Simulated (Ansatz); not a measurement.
**Na2LiBF6: complex band structure**

Wanted: the relaxed cell of Na2LiBF6, its band edges and its decay constants. It is built by putting B for Ga, Na for Rb in the Rb2LiGaF6 structure of space group Fm-3m, with the volume rescaled by atomic radii. The parent structure comes from the Materials Project.

Main program and level: Ansatz 0.2.0; PBE DFT, plane waves, PAW files, in the first sound run; inputs show where later runs differ.

The structure was built from a prototype and need not be the compound's stable phase.

## 1. Set-up

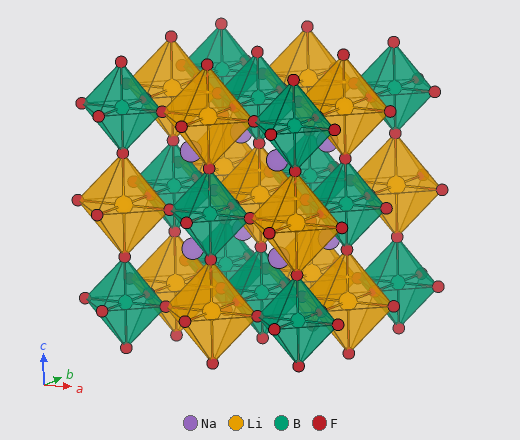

The cell as given, slightly off an axis (sodium purple, lithium orange, boron teal, fluorine red). This picture shows the conventional cell, with its axes. Some periodic images of atoms are drawn too.

Structure file:

```cif
data_structure
_symmetry_space_group_name_H-M 'Fm-3m'
_symmetry_Int_Tables_number 225
_cell_length_a 7.4741
_cell_length_b 7.4741
_cell_length_c 7.4741
_cell_angle_alpha 90.000
_cell_angle_beta 90.000
_cell_angle_gamma 90.000
_cell_volume 417.52
loop_
_atom_site_label
_atom_site_type_symbol
_atom_site_symmetry_multiplicity
_atom_site_Wyckoff_symbol
_atom_site_fract_x
_atom_site_fract_y
_atom_site_fract_z
_atom_site_occupancy
Na1 Na 8 c 0.25000 0.75000 0.75000 1
Li1 Li 4 b 0.50000 0.00000 0.00000 1
B1 B 4 a 0.00000 0.00000 0.00000 1
F1 F 24 e 0.50000 0.00000 0.73379 1
```

## 2. Relaxing the new crystal

The substituted atoms don't fit the parent's cell, so cell and atoms relax together. A small smearing keeps the run stable in case the gap closes on the way.

File input.yaml:

```yaml
crystal:
  lattice:
    - [0.0, 3.7370444864, 3.7370444864]
    - [3.7370444864, 0.0, 3.7370444864]
    - [3.7370444864, 3.7370444864, 0.0]
  atoms:
    - { symbol: Na, position: [0.25, 0.25, 0.25] }
    - { symbol: Na, position: [0.75, 0.75, 0.75] }
    - { symbol: Li, position: [0.5, 0.5, 0.5] }
    - { symbol: B, position: [0.0, 0.0, 0.0] }
    - { symbol: F, position: [0.233795, 0.233795, 0.766205] }
    - { symbol: F, position: [0.233795, 0.766205, 0.766205] }
    - { symbol: F, position: [0.766205, 0.766205, 0.233795] }
    - { symbol: F, position: [0.233795, 0.766205, 0.233795] }
    - { symbol: F, position: [0.766205, 0.233795, 0.766205] }
    - { symbol: F, position: [0.766205, 0.233795, 0.233795] }
kpoints:
  mp_grid: { grid: [6, 6, 6] }
scf:
  occupations: { method: gaussian, width: 0.03 }
hamiltonian:
  xc: pbe
output:
  forces: true
  stress: true
relax:
  f_tol: 0.02
  max_steps: 60
  cell: {}
```

Run with:

```sh
$ ansatz run input.yaml --threads 2 --pin off --max-ram 4096MiB --backend cpu --events-out ev --progress --plain --runs-dir out
```

Numbers of over 12 decimals in the logs are rounded to 6 here.

The program printed:

```text
Engine: ansatz 0.2.0, x86_64-unknown-linux-gnu
Pseudopotentials: kind: paw
Pseudopotential: Na, paw, valence charge 9, recommended cutoff 420 eV (normal), Na.paw.azcp
Pseudopotential: Li, paw, valence charge 3, recommended cutoff 420 eV (normal), Li.paw.azcp
Pseudopotential: B, paw, valence charge 3, recommended cutoff 420 eV (normal), B.paw.azcp
Pseudopotential: F, paw, valence charge 7, recommended cutoff 420 eV (normal), F.paw.azcp
Functional definition: PBE
  parameter kappa = 0.804
  parameter beta = 0.066725
  exchange = pbe_x(kappa = kappa, mu = beta*pi^2/3)
  correlation = pbe_c(beta = beta)
Crystal: 10 atoms, lattice volume = 104.379 Å³
Basis set: ecut = 420 eV, 2085 PW (Γ), exchange–correlation on 72×72×72 points (8 copies of the dense FFT grid, shifted against one another)
Bands: 43, of which v1, the nominal top of the filled ones, is band 33 counted from 1 (32 counted from 0)
Symmetry: 48 space group operations
Space group: Fm-3m (ITA 225), of the structure as read, at distance tolerance 4.7e-5 Å
k-points: 16 of 216
Non-local potential: Na, projectors of the file, l = 0: 3, l = 1: 2, l = 2: 1
Non-local potential: Li, projectors of the file, l = 0: 3, l = 1: 2, l = 2: 1
Non-local potential: B, projectors of the file, l = 0: 2, l = 1: 2, l = 2: 1
Non-local potential: F, projectors of the file, l = 0: 2, l = 1: 2, l = 2: 1
PAW form: soft (Blöchl's): semilocal exchange-correlation on the pseudo side does not see the compensation charge
PAW one-centre angular grid: Na, 110 points (default); XC on 64 Gauss nodes
PAW one-centre angular grid: Li, 110 points (default); XC on 64 Gauss nodes
PAW one-centre angular grid: B, 110 points (default); XC on 64 Gauss nodes
PAW one-centre angular grid: F, 110 points (default); XC on 64 Gauss nodes
Initial density: superposition of atomic densities (neutral atoms: chi_scale 0, normalization atom), corrected by the library's trained network
Initial wavefunctions: pseudopotential atomic-orbital guess
Functional: x = pbe(κ = 0.804, μ = 0.219515), c = pbe(β = 0.066725)
SCF iter   1: F=—  HF=-8192.219491 eV  |F-HF|=—  |Δ(HF+E_count)|=         —  Δρ=1.32e-3  dr2=1.27e-3  ethr=1.77e-3  ⟨swp⟩=6.0  Hψ=2837  notcnv=0  defer=6
preconditioner: auto → Resta (q_TF=auto, 2.528 Å⁻¹)  ε∞=2.9  [insulator: Δε(μ)=6.252 eV  Ē_g=20.673 eV  σ=0.030 eV  W_gap=1.00  n_scr=26 (ndim 8)  ℏωp=28.2 eV  f_vac=0.057  D(μ)=0.00/eV (n_scr^D=0)  ε∞_Penn≈2.9]
SCF iter   2: F=—  HF=-8192.219847 eV  |F-HF|=—  |Δ(HF+E_count)|=   3.56e-4  Δρ=6.69e-4  dr2=3.22e-4  ethr=1.93e-6  ⟨swp⟩=2.4  Hψ=1248  notcnv=0  defer=42
SCF iter   3: F=—  HF=-8192.220119 eV  |F-HF|=—  |Δ(HF+E_count)|=   2.72e-4  Δρ=1.23e-4  dr2=1.99e-5  ethr=4.88e-7  ⟨swp⟩=2.4  Hψ=1035  notcnv=0  defer=42
SCF iter   4: F=—  HF=-8192.219937 eV  |F-HF|=—  |Δ(HF+E_count)|=   1.82e-4  Δρ=3.14e-5  dr2=1.34e-6  ethr=3.02e-8  ⟨swp⟩=2.0  Hψ=1013  notcnv=0  defer=42
SCF iter   5: F=—  HF=-8192.219937 eV  |F-HF|=—  |Δ(HF+E_count)|=   1.52e-7  Δρ=2.21e-5  dr2=2.87e-7  ethr=2.04e-9  ⟨swp⟩=2.0  Hψ=1171  notcnv=0  defer=42
SCF iter   6: F=-8192.219937 eV  HF=-8192.219937 eV  |F-HF|=2.30e-8  |Δ(HF+E_count)|=   6.09e-8  Δρ=7.87e-6  dr2=4.00e-8  ethr=1.52e-10  ⟨swp⟩=4.0  Hψ=2053  notcnv=0
SCF 1 converged in 6 iterations: F = -8192.219937 eV  dr2 = 4.00e-8
  greatest PAW one-centre occupation: 1.000 electrons in one spin orbital (limit 2), on the Li atom at site 2 (counted from 0), in its partial waves of l = 0
relax step   1: F+E_penalty+E_count = -8192.21993656 eV  Δ(F+E_penalty+E_count) = +0.000e0 eV  max|allowed force component| = 1.802e0 eV/Å  Δτ_max = 0.0000 Å  P = -9.347 GPa  Ω = 104.379 Å³  (6 SCF iters, dr2 threshold 1.00e-7 eV, accepted)
Crystal: 10 atoms, lattice volume = 100.322 Å³
Basis set: ecut = 420 eV, 1917 PW (Γ), exchange–correlation on 72×72×72 points (8 copies of the dense FFT grid, shifted against one another)
Initial density: handed on by an earlier stage of this run
Initial wavefunctions: those handed on with the density
iter 1 solved again at ethr=6.08e-5 eV; its pass at ethr=3.10e-3 eV (dr2=4.01e-2 eV) is discarded
SCF iter   1: F=—  HF=-8192.767576 eV  |F-HF|=—  |Δ(HF+E_count)|=         —  Δρ=1.45e-2  dr2=3.97e-2  ethr=6.08e-5  ⟨swp⟩=2.6  Hψ=3024  notcnv=0
preconditioner: auto → Resta (q_TF=auto, 2.544 Å⁻¹)  ε∞=2.8  [insulator: Δε(μ)=6.813 eV  Ē_g=21.392 eV  σ=0.030 eV  W_gap=1.00  n_scr=26 (ndim 8)  ℏωp=28.7 eV  f_vac=0.045  D(μ)=0.00/eV (n_scr^D=0)  ε∞_Penn≈2.8]
SCF iter   2: F=—  HF=-8192.762385 eV  |F-HF|=—  |Δ(HF+E_count)|=   5.19e-3  Δρ=6.63e-3  dr2=7.48e-3  ethr=6.01e-5  ⟨swp⟩=2.1  Hψ=1091  notcnv=0
SCF iter   3: F=—  HF=-8192.762684 eV  |F-HF|=—  |Δ(HF+E_count)|=   2.99e-4  Δρ=2.11e-3  dr2=1.22e-3  ethr=1.13e-5  ⟨swp⟩=2.0  Hψ=1106  notcnv=0
SCF iter   4: F=—  HF=-8192.762608 eV  |F-HF|=—  |Δ(HF+E_count)|=   7.55e-5  Δρ=2.45e-4  dr2=4.70e-5  ethr=1.84e-6  ⟨swp⟩=2.0  Hψ=912  notcnv=0
SCF iter   5: F=—  HF=-8192.762643 eV  |F-HF|=—  |Δ(HF+E_count)|=   3.46e-5  Δρ=9.57e-5  dr2=4.41e-6  ethr=7.12e-8  ⟨swp⟩=2.2  Hψ=1008  notcnv=0
SCF iter   6: F=-8192.762644 eV  HF=-8192.762644 eV  |F-HF|=3.31e-8  |Δ(HF+E_count)|=   1.07e-6  Δρ=1.02e-5  dr2=6.81e-8  ethr=1.52e-9  ⟨swp⟩=4.0  Hψ=2017  notcnv=0
SCF 2 converged in 6 iterations: F = -8192.762644 eV  dr2 = 6.81e-8
relax step   2: F+E_penalty+E_count = -8192.76264378 eV  Δ(F+E_penalty+E_count) = -5.427e-1 eV  max|allowed force component| = 8.323e-1 eV/Å  Δτ_max = 0.0434 Å  P = -4.273 GPa  Ω = 100.322 Å³  energy of the carried Pulay correction = +1.833e-2 eV  (6 SCF iters, dr2 threshold 1.00e-6 eV, accepted)
Crystal: 10 atoms, lattice volume = 97.172 Å³
iter 1 solved again at ethr=4.49e-5 eV; its pass at ethr=3.10e-3 eV (dr2=2.97e-2 eV) is discarded
SCF iter   1: F=—  HF=-8192.879960 eV  |F-HF|=—  |Δ(HF+E_count)|=         —  Δρ=1.25e-2  dr2=2.93e-2  ethr=4.49e-5  ⟨swp⟩=2.5  Hψ=3027  notcnv=0
preconditioner: auto → Resta (q_TF=auto, 2.558 Å⁻¹)  ε∞=2.8  [insulator: Δε(μ)=7.062 eV  Ē_g=21.974 eV  σ=0.030 eV  W_gap=1.00  n_scr=26 (ndim 8)  ℏωp=29.2 eV  f_vac=0.042  D(μ)=0.00/eV (n_scr^D=0)  ε∞_Penn≈2.8]
SCF iter   2: F=—  HF=-8192.875456 eV  |F-HF|=—  |Δ(HF+E_count)|=   4.50e-3  Δρ=5.59e-3  dr2=5.18e-3  ethr=4.45e-5  ⟨swp⟩=2.1  Hψ=1101  notcnv=0
SCF iter   3: F=—  HF=-8192.875618 eV  |F-HF|=—  |Δ(HF+E_count)|=   1.61e-4  Δρ=1.76e-3  dr2=8.07e-4  ethr=7.84e-6  ⟨swp⟩=2.0  Hψ=1093  notcnv=0
SCF iter   4: F=—  HF=-8192.875721 eV  |F-HF|=—  |Δ(HF+E_count)|=   1.04e-4  Δρ=2.05e-4  dr2=2.89e-5  ethr=1.22e-6  ⟨swp⟩=3.0  Hψ=1344  notcnv=0
SCF iter   5: F=—  HF=-8192.875725 eV  |F-HF|=—  |Δ(HF+E_count)|=   3.59e-6  Δρ=6.83e-5  dr2=2.17e-6  ethr=4.38e-8  ⟨swp⟩=2.2  Hψ=959  notcnv=0
SCF iter   6: F=-8192.875725 eV  HF=-8192.875725 eV  |F-HF|=9.33e-9  |Δ(HF+E_count)|=   6.78e-7  Δρ=9.22e-6  dr2=4.94e-8  ethr=1.52e-9  ⟨swp⟩=3.9  Hψ=1897  notcnv=0
SCF 3 converged in 6 iterations: F = -8192.875725 eV  dr2 = 4.94e-8
relax step   3: F+E_penalty+E_count = -8192.87572545 eV  Δ(F+E_penalty+E_count) = -1.131e-1 eV  max|allowed force component| = 2.544e-1 eV/Å  Δτ_max = 0.0365 Å  P = +1.414 GPa  Ω = 97.172 Å³  energy of the carried Pulay correction = +3.307e-2 eV  (6 SCF iters, dr2 threshold 1.00e-6 eV, accepted)
[...]
relax step   4: F+E_penalty+E_count = -8192.88111250 eV  Δ(F+E_penalty+E_count) = -5.387e-3 eV  max|allowed force component| = 6.198e-3 eV/Å  Δτ_max = 0.0078 Å  P = +0.018 GPa  Ω = 97.884 Å³  energy of the carried Pulay correction = +2.969e-2 eV  (5 SCF iters, dr2 threshold 1.00e-6 eV, accepted)
[...]
relax step   5: F+E_penalty+E_count = -8192.86303133 eV  Δ(F+E_penalty+E_count) = +1.808e-2 eV  max|allowed force component| = 8.517e-3 eV/Å  Δτ_max = 0.0000 Å  P = -0.479 GPa  Ω = 97.884 Å³  stress off target by 4.79e-1 GPa  SCF on the basis re-selected at this cell (its energy is not comparable with the rows above)  (6 SCF iters)
[...]
relax step   6: F+E_penalty+E_count = -8192.86548396 eV  Δ(F+E_penalty+E_count) = -2.453e-3 eV  max|allowed force component| = 5.959e-3 eV/Å  Δτ_max = 0.0008 Å  P = -0.156 GPa  Ω = 97.497 Å³  energy of the carried Pulay correction = +1.691e-3 eV  (4 SCF iters, dr2 threshold 5.73e-7 eV, accepted)
[...]
relax step   7: F+E_penalty+E_count = -8192.86665353 eV  Δ(F+E_penalty+E_count) = -1.170e-3 eV  max|allowed force component| = 1.150e-4 eV/Å  Δτ_max = 0.0011 Å  P = -0.006 GPa  Ω = 97.259 Å³  energy of the carried Pulay correction = +2.720e-3 eV  (5 SCF iters, dr2 threshold 6.06e-8 eV, accepted)
iter 1 solved again at ethr=1.44e-7 eV; its pass at ethr=3.10e-3 eV (dr2=9.48e-5 eV) is discarded
SCF iter   1: F=—  HF=-8192.864330 eV  |F-HF|=—  |Δ(HF+E_count)|=         —  Δρ=6.41e-5  dr2=6.25e-7  ethr=1.44e-7  ⟨swp⟩=3.0  Hψ=4301  notcnv=0
preconditioner: auto → Resta (q_TF=auto, 2.558 Å⁻¹)  ε∞=2.8  [insulator: Δε(μ)=7.043 eV  Ē_g=21.870 eV  σ=0.030 eV  W_gap=1.00  n_scr=26 (ndim 8)  ℏωp=29.2 eV  f_vac=0.046  D(μ)=0.00/eV (n_scr^D=0)  ε∞_Penn≈2.8]
SCF iter   2: F=—  HF=-8192.864442 eV  |F-HF|=—  |Δ(HF+E_count)|=   1.12e-4  Δρ=2.66e-5  dr2=1.49e-7  ethr=9.47e-10  ⟨swp⟩=2.0  Hψ=1184  notcnv=0
SCF iter   3: F=—  HF=-8192.864442 eV  |F-HF|=—  |Δ(HF+E_count)|=   8.73e-8  Δρ=1.26e-5  dr2=2.41e-8  ethr=2.25e-10  ⟨swp⟩=1.2  Hψ=693  notcnv=0
SCF iter   4: F=-8192.864442 eV  HF=-8192.864442 eV  |F-HF|=7.28e-11  |Δ(HF+E_count)|=   2.79e-8  Δρ=3.89e-7  dr2=6.19e-11  ethr=1.00e-12  ⟨swp⟩=3.2  Hψ=3030  notcnv=0
SCF 8 converged in 4 iterations: F = -8192.864442 eV  dr2 = 6.19e-11
relax step   8: F+E_penalty+E_count = -8192.86444206 eV  Δ(F+E_penalty+E_count) = +2.211e-3 eV  max|allowed force component| = 4.496e-4 eV/Å  Δτ_max = 0.0000 Å  P = -0.041 GPa  Ω = 97.259 Å³  stress off target by 4.14e-2 GPa  SCF on the basis re-selected at this cell (its energy is not comparable with the rows above)  (4 SCF iters)
basis re-selected at this cell: Δ(F+E_penalty+E_count) = +2.211e-3 eV, ΔP = -0.035 GPa vs the last step (what re-selecting the basis moved, of the pressure what is left beyond the Pulay correction that the steps carried, after the strain that the cell walked since its last selection, with what the two solves' SCF thresholds leave and, on support functions, any second-order correction that the steps lacked; it is no m [...]
SCF converged after 4 iterations
Free energy (F): -8192.864442 eV
Harris-Foulkes:  -8192.864442 eV  (|F-HF|=7.28e-11)
Internal energy: -8192.864442 eV  (E = F + TS)
E sigma→0 (E₀):  -8192.864442 eV
Fermi energy:    5.821957 eV
--- Per-component energies (eV) ---
  E_band       = -693.190826
  E_kinetic    = 1554.836164
  E_local      = -5643.850955  (includes V_loc(G=0)·N_el)
  E_nonlocal   = 647.346964
  E_hartree    = 2004.831631
  E_xc         = -601.801393
  E_vxc        = -768.969796  (∫ρ·V_xc dr)
  E_paw        = -1829.608778  (= ΣΔE_a)
  E_vpaw       = -492.228467  (= ΣTr[D̂ρ^β])
  E_aug_tail   = 0.012327  (compensation charges beyond the density's cutoff)
  E_ewald      = -4324.630403
  E_smearing   = -0.000000  (= −TS)
  E_closure    = -0.000000  (closes the sum)
  Σ components = -8192.864442   (vs F -8192.864442, Δ=0.00e0)
--- Forces (eV/Å), atoms counted from 1 ---
  atom   1  Na    -0.00000000    -0.00000000    -0.00000000
  atom   2  Na     0.00000000     0.00000000    -0.00000000
  atom   3  Li     0.00000000    -0.00000000    -0.00000000
  atom   4  B      0.00000000    -0.00000000     0.00000000
  atom   5  F      0.00000000    -0.00000000    -0.00044964
  atom   6  F      0.00044964    -0.00000000    -0.00000000
  atom   7  F     -0.00000000    -0.00000000     0.00044964
  atom   8  F      0.00000000    -0.00044964     0.00000000
  atom   9  F     -0.00000000     0.00044964    -0.00000000
  atom  10  F     -0.00044964    -0.00000000    -0.00000000
  max |Σ_I F_I| component: 1.86e-18 eV/Å
--- Stress (GPa, compression-positive) ---
       -0.041384      -0.000000      -0.000000
       -0.000000      -0.041384      -0.000000
       -0.000000      -0.000000      -0.041384
  P = ⅓ Tr σ = -0.0414 GPa (-0.414 kbar)
--- Relaxed structure (6 steps of the walk, 6 accepted, 2 SCFs on fresh bases) ---
  F+E_penalty+E_count = -8192.86444206 eV   max|allowed force component| = 4.496e-4 eV/Å   (the final SCF, on the basis selected at the relaxed cell)
  cell:  # Å, volume = 97.2587 Å³
    - [0, 3.650056, 3.650056]
    - [3.650056, 0, 3.650056]
    - [3.650056, 3.650056, 0]
  atoms:
    - { symbol: Na, position: [0.25, 0.25, 0.25] }
    - { symbol: Na, position: [0.75, 0.75, 0.75] }
    - { symbol: Li, position: [0.5, 0.5, 0.5] }
    - { symbol: B, position: [4.641966351457372e-19, 2.785179810874414e-19, 0] }
    - { symbol: F, position: [0.224412, 0.224412, 0.775588] }
    - { symbol: F, position: [0.224412, 0.775588, 0.775588] }
    - { symbol: F, position: [0.775588, 0.775588, 0.224412] }
    - { symbol: F, position: [0.224412, 0.775588, 0.224412] }
    - { symbol: F, position: [0.775588, 0.224412, 0.775588] }
    - { symbol: F, position: [0.775588, 0.224412, 0.224412] }
```

Wall time 14 s (2 threads of Intel Xeon Platinum 8259CL at 2.50GHz (Skylake/Cascade Lake), shared host); peak memory 0.48 GiB.

The steps of the relaxation:

| step | energy less that of the first step (eV) | largest force component (eV/Å) | pressure (GPa) | volume (Å³) |
| --- | --- | --- | --- | --- |
| 1 | 0.0000 | 1.8021 | -9.35 | 104.38 |
| 2 | -0.5427 | 0.8323 | -4.27 | 100.32 |
| 3 | -0.6558 | 0.2545 | 1.41 | 97.17 |
| 4 | -0.6612 | 0.0062 | 0.02 | 97.88 |
| 5* | -0.6431 | 0.0085 | -0.48 | 97.88 |
| 6 | -0.6455 | 0.0060 | -0.16 | 97.50 |
| 7 | -0.6467 | 0.0001 | -0.01 | 97.26 |
| 8* | -0.6445 | 0.0004 | -0.04 | 97.26 |

Relaxation steps marked * repeat the geometry before them on a plane-wave basis chosen anew for their cell, so energy and pressure can jump there.

The run keeps the 48 symmetry operations that it works with, so distortions that break them were not tested.

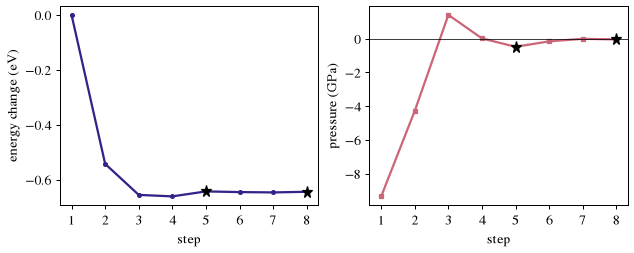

Energy and pressure along the relaxation. Stars mark steps on a basis chosen anew.

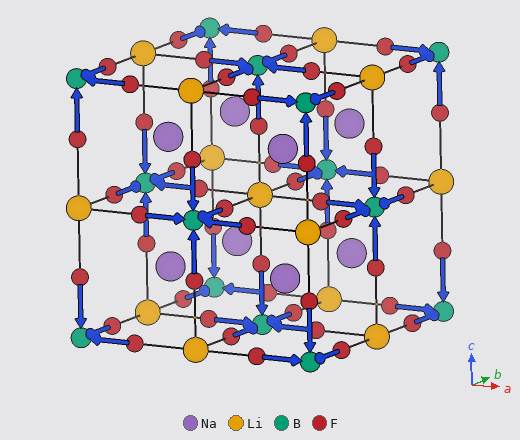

Displacements in the relaxation, exaggerated, measured against the changing cell; the longest in the cell stands for 0.07 Å. Some periodic images of atoms are drawn too.

| conventional cell, symmetrised | before | after | change |
| --- | --- | --- | --- |
| a (Å) | 7.474 | 7.300 | -2.3 % |
| b (Å) | 7.474 | 7.300 | -2.3 % |
| c (Å) | 7.474 | 7.300 | -2.3 % |
| volume (Å³/atom) | 10.44 | 9.73 | -6.8 % |

The atoms that moved most (Å, as changes of fractional coordinates times the final cell):

| atom | dx | dy | dz | length |
| --- | --- | --- | --- | --- |
| F7 | 0.000 | 0.000 | 0.068 | 0.068 |
| F6 | 0.068 | 0.000 | 0.000 | 0.068 |
| F9 | 0.000 | 0.068 | 0.000 | 0.068 |
| F5 | 0.000 | 0.000 | -0.068 | 0.068 |
| F10 | -0.068 | 0.000 | 0.000 | 0.068 |
| F8 | 0.000 | -0.068 | 0.000 | 0.068 |

This step gave:

```
free energy  : -8192.8644 eV
Fermi energy : 5.822 eV
pressure     : -0.04138 GPa
```

The largest force component on a free atom ends at 4.5e-4 eV/Å.

## 3. The bulk crystal and its band edges

The energy window and the wavevectors of the next steps follow from the band edges, so these are searched first, off the mesh as well.

File input.yaml:

```yaml
crystal:
  lattice:
    - [0.0, 3.6500556029, 3.6500556029]
    - [3.6500556029, 0.0, 3.6500556029]
    - [3.6500556029, 3.6500556029, 0.0]
  atoms:
    - { symbol: Na, position: [0.25, 0.25, 0.25] }
    - { symbol: Na, position: [0.75, 0.75, 0.75] }
    - { symbol: Li, position: [0.5, 0.5, 0.5] }
    - { symbol: B, position: [0.0, 0.0, 0.0] }
    - { symbol: F, position: [0.224411724, 0.224411724, 0.775588276] }
    - { symbol: F, position: [0.224411724, 0.775588276, 0.775588276] }
    - { symbol: F, position: [0.775588276, 0.775588276, 0.224411724] }
    - { symbol: F, position: [0.224411724, 0.775588276, 0.224411724] }
    - { symbol: F, position: [0.775588276, 0.224411724, 0.775588276] }
    - { symbol: F, position: [0.775588276, 0.224411724, 0.224411724] }
kpoints:
  mp_grid: { grid: [6, 6, 6] }
  band_path: { path: [VBM, CBM], npoints: 30 }
scf:
  occupations: { method: fixed }
hamiltonian:
  xc: pbe
output:
  eigenvalues: true
  write_potential: true
  write_density: true
  volumetric_format: npy
```

The program printed:

```text
[...]
Crystal: 10 atoms, lattice volume = 97.259 Å³
Basis set: ecut = 420 eV, 1917 PW (Γ)
Bands: 43, of which v1, the nominal top of the filled ones, is band 33 counted from 1 (32 counted from 0)
Symmetry: 48 space group operations
[...]
k-points: 16 of 216
[...]
SCF iter   1: F=—  HF=-8192.864376 eV  |F-HF|=—  |Δ(HF+E_count)|=         —  Δρ=1.63e-3  dr2=1.81e-3  ethr=1.77e-3  ⟨swp⟩=4.8  Hψ=2527  notcnv=0  defer=125
[...]
SCF iter   6: F=-8192.864531 eV  HF=-8192.864531 eV  |F-HF|=3.62e-9  |Δ(HF+E_count)|=   5.51e-8  Δρ=5.75e-6  dr2=2.72e-8  ethr=1.52e-10  ⟨swp⟩=8.6  Hψ=2394  notcnv=0
SCF 1 converged in 6 iterations: F = -8192.864531 eV  dr2 = 2.72e-8
[...]
NSCF: frozen V_eff on 16 k-points
[...]
SCF converged after 6 iterations
Free energy (F): -8192.864531 eV
[...]
Internal energy: -8192.864531 eV  (E = F + TS)
E sigma→0 (E₀):  -8192.864531 eV
Fermi energy:    2.300107 eV
[...]
--- Band table (eV; the first three rows and the last of 16) ---
  k-point 0: bands = [... 29 lower, 1.4918, 2.3001, 2.3001, 2.3001, 9.3435, 12.9729, 13.4788, 13.4788, ... 6 higher]
  k-point 1: bands = [... 29 lower, 1.4861, 2.2102, 2.2102, 2.2511, 9.7148, 13.0544, 13.4083, 13.7884, ... 6 higher]
  k-point 2: bands = [... 29 lower, 1.5079, 2.0571, 2.0571, 2.1357, 10.6271, 12.7848, 13.4579, 14.2600, ... 6 higher]
  k-point 15: bands = [... 29 lower, 1.3171, 1.5706, 1.8032, 2.1437, 12.7873, 12.7899, 13.3482, 13.6484, ... 6 higher]
```

Wall time 5.5 s (2 threads); peak memory 0.42 GiB; 10 s of CPU time.

Numbers from this step:

```
free energy         : -8192.8645 eV
Fermi energy        : 2.300 eV
gap on the k-mesh   : 7.043 eV
gap on path         : 7.043 eV, by band count; negative where bands overlap
direct gap on path  : 7.043 eV
edge places on path : 0, 0 1/A along the path
```

Levels at VBM (eV): -7.00, -4.88, -4.88, -4.88, -3.29, -3.29, -3.29, -1.26, -1.26, -1.01, -1.01, -1.01, -0.81, -0.81, -0.81, 0.00, 0.00, 0.00, 7.04.

The searched edges give 7.04 eV, as on the mesh.

[end of part 1 of 2]

[Logs are printed without paths, hosts, clocks, repeated set-up lines and the standing remarks that a program may print on its own settings, such as how far it seeks lower states.]

[Hosts, paths, dates, database ids (printed as entryN), source tags and the programs' standing remarks are cut or masked in the printed files.]
